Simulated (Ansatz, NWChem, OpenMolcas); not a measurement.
A ladder of methods for KLi (Lithium Potassium)

The species is KLi (2 atoms), meant as a singlet with charge 0. SMILES: `[Li][K]`. Geometry: the measured bond length.

```csv
atom,x (Å),y (Å),z (Å)
Li,0.0000,0.0000,0.0000
K,0.0000,0.0000,3.2700
```

Each level gives the vertical energy of the triplet above the singlet (eV). The values are calculated.

```json
{"level": "HF/def2-TZVP", "kind": "Hartree–Fock", "program": "NWChem", "value (eV)": "0.37", "less CCSD(T)/def2-TZVP": "-0.59", "CPU time (all runs)": "8.7 s"}
{"level": "SVWN5/def2-TZVP", "kind": "LDA", "program": "OpenMolcas", "value (eV)": "0.88", "less CCSD(T)/def2-TZVP": "-0.08", "CPU time (all runs)": "9.2 s"}
{"level": "PBE/def2-TZVP", "kind": "GGA", "program": "NWChem", "value (eV)": "0.85", "less CCSD(T)/def2-TZVP": "-0.11", "CPU time (all runs)": "16 s"}
{"level": "TPSS/def2-TZVP", "kind": "meta-GGA", "program": "NWChem", "value (eV)": "0.95", "less CCSD(T)/def2-TZVP": "-0.01", "CPU time (all runs)": "21 s"}
{"level": "M06-2X/def2-TZVP", "kind": "hybrid meta-GGA", "program": "NWChem", "value (eV)": "1.10", "less CCSD(T)/def2-TZVP": "+0.14", "CPU time (all runs)": "19 s"}
{"level": "HSE06/def2-TZVP", "kind": "range-separated hybrid", "program": "Ansatz", "value (eV)": "0.84", "less CCSD(T)/def2-TZVP": "-0.12", "CPU time (all runs)": "28 s"}
{"level": "RPA@PBE0/def2-TZVP", "kind": "RPA", "program": "Ansatz", "value (eV)": "0.73", "less CCSD(T)/def2-TZVP": "-0.23", "CPU time (all runs)": "28 s"}
{"level": "CCSD(T)/def2-TZVP, open shells restricted", "kind": "coupled cluster or CI", "program": "OpenMolcas", "value (eV)": "0.96", "less CCSD(T)/def2-TZVP": "0.00", "CPU time (all runs)": "7.9 s"}
{"level": "FCI/STO-3G", "kind": "exact in the basis", "program": "Ansatz", "value (eV)": "1.18", "less CCSD(T)/def2-TZVP": "+0.22", "CPU time (all runs)": "11 s"}
```

Differences are taken from CCSD(T)/def2-TZVP, open shells restricted for orientation; it has basis-set and higher-order errors of its own. The values span 0.37 to 1.18 eV. High-level rows in very small sets aren't better than simpler rows in larger ones. CPU times are rough (shared hosts, several kinds of processor): they show what a rung costs within a factor of a few.

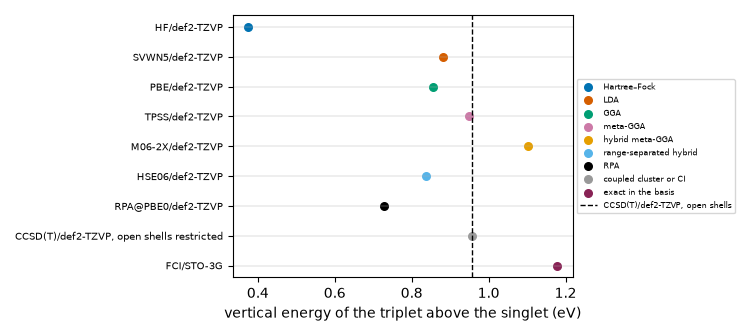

The values of the table, level by level.
